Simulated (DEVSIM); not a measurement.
Structure: Schottky contact on p-type Si, at 300 K.

| layer (left to right) | material | thickness (μm) | Na (cm⁻³) | τn (s) | τp (s) |
|---|---|---|---|---|---|
| 1 | Si | 1.60 | 1.6e16 | 5.8e-7 | 5.8e-7 |

Left contact: Schottky, work function 4.434 eV, emission velocity 2e6 cm/s. Right contact: ohmic. Voltage is applied to the left contact. Recombination: SRH at mid-gap, radiative. Mobility is μmin + (μ − μmin)/(1 + (N/Nref)^α).

This is a model device: material constants are rounded textbook-type values typed into the input, and sizes, dopings and lifetimes were drawn at random. Values at 300 K.

```tsv
parameter	Si
gap (eV)	1.124
affinity (eV)	4.05
permittivity	11.7
Nc (cm⁻³)	2.86e19
Nv (cm⁻³)	3.1e19
μn (cm²/Vs)	1417
μp (cm²/Vs)	470
μn,min	52
μp,min	45
Nref,n	9.7e16
Nref,p	2.2e17
αn	0.68
αp	0.72
B (cm³/s)	4.7e-15
```

Simulated with DEVSIM: 1D drift-diffusion, Boltzmann statistics, complete ionisation; no tunnelling, impact ionisation, image-force lowering or self-heating. Metal contacts follow the ideal Schottky-Mott rule: no Fermi-level pinning, no interface dipoles.

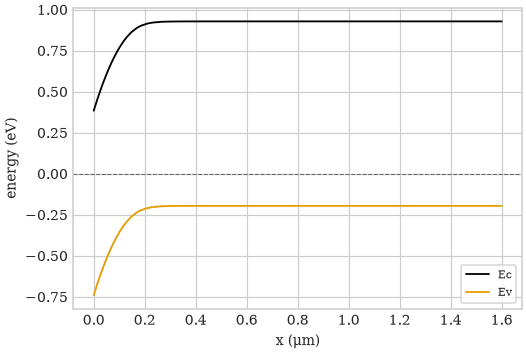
Figure. Band edges at zero bias

Energies count from the Fermi level of the right contact; mesh points crowd at the junctions.

```csv
x (μm),Ec (eV),Ev (eV),n (cm⁻³),p (cm⁻³),field (V/cm)
0.000,0.384,-0.740,1.0e13,1.1e7,51000
0.009226,0.430,-0.694,1.7e12,6.7e7,48000
0.02008,0.481,-0.643,2.4e11,4.8e8,46000
0.03678,0.554,-0.570,1.4e10,8.1e9,42000
0.07035,0.679,-0.445,1.1e8,1.0e12,33000
0.1007,0.769,-0.355,3500000,3.3e13,26000
0.1474,0.862,-0.262,93000,1.2e15,14000
0.2311,0.921,-0.203,9600,1.2e16,2200
0.3263,0.928,-0.196,7400,1.6e16,130
0.4571,0.928,-0.196,7300,1.6e16,≈ 0
0.6365,0.928,-0.196,7300,1.6e16,≈ 0
0.9207,0.928,-0.196,7300,1.6e16,≈ 0
1.112,0.928,-0.196,7300,1.6e16,≈ 0
1.236,0.928,-0.196,7300,1.6e16,≈ 0
1.373,0.928,-0.196,7300,1.6e16,≈ 0
1.434,0.928,-0.196,7300,1.6e16,≈ 0
1.486,0.928,-0.196,7300,1.6e16,≈ 0
1.524,0.928,-0.196,7300,1.6e16,≈ 0
1.557,0.928,-0.196,7300,1.6e16,≈ 0
1.575,0.928,-0.196,7300,1.6e16,≈ 0
1.589,0.928,-0.196,7300,1.6e16,≈ 0
1.600,0.928,-0.196,7300,1.6e16,≈ 0
```
